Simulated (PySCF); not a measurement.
```xyz
16

C     2.4894   -0.7778    0.3829
C     1.1389   -0.8384    0.3045
C     0.5489    0.4006   -0.0708
C    -0.8955    0.6368   -0.2349
C    -1.8869   -0.0594    0.6595
C    -1.7869   -0.4483   -0.7786
C     1.4942    1.3620   -0.2643
S     3.0919    0.7868    0.0026
H     3.1772   -1.5582    0.6417
H     0.5790   -1.7338    0.5064
H    -1.1305    1.6536   -0.5261
H    -1.5024   -0.7386    1.4046
H    -2.7527    0.4969    0.9846
H    -1.3335   -1.3959   -1.0251
H    -2.5838   -0.1614   -1.4476
H     1.3451    2.3841   -0.5508
```

Geometry: GFN2-xTB.

Level of theory: CAM-B3LYP/def2-SVPD, SCF density, gas phase (PySCF).

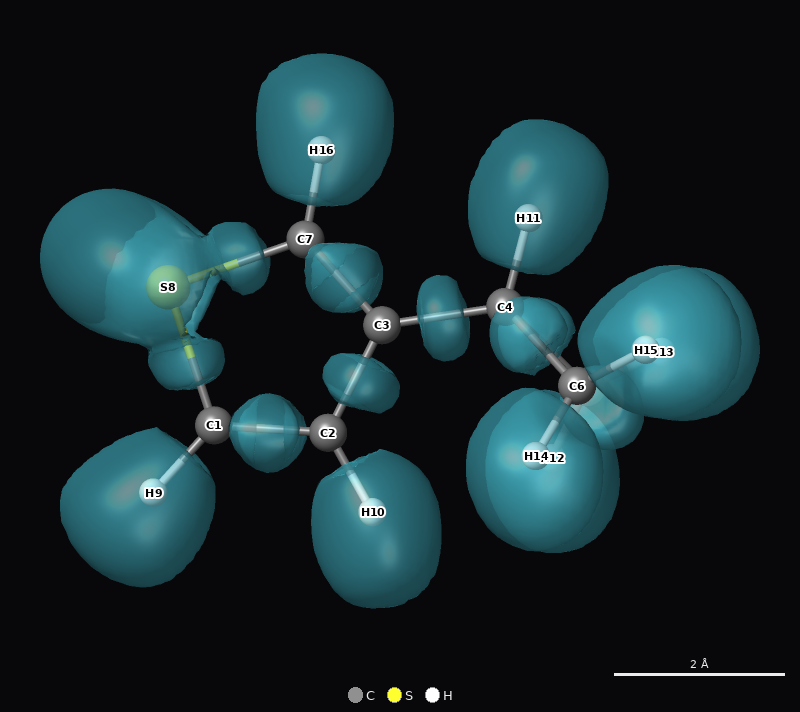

C$_{7}$H$_{8}$S. Isosurface of the electron localisation function at 0.75 (cyan), seen across its widest extent. Core shells and regions of very low density are left out.

Where are the electrons localised?

Answer. The ELF exceeds this value in seven regions between bonded C–C atoms (shared pairs), eight regions around hydrogen nuclei and one region on S in which the atom's valence shell and bonds are merged. Profiles from the grid: C–C (1.35 Å): the ELF peaks at about 0.95 between the atoms; localised, covalent bonding. C–S (1.72 Å): the ELF peaks at about 0.95 between the atoms (a covalent bond).
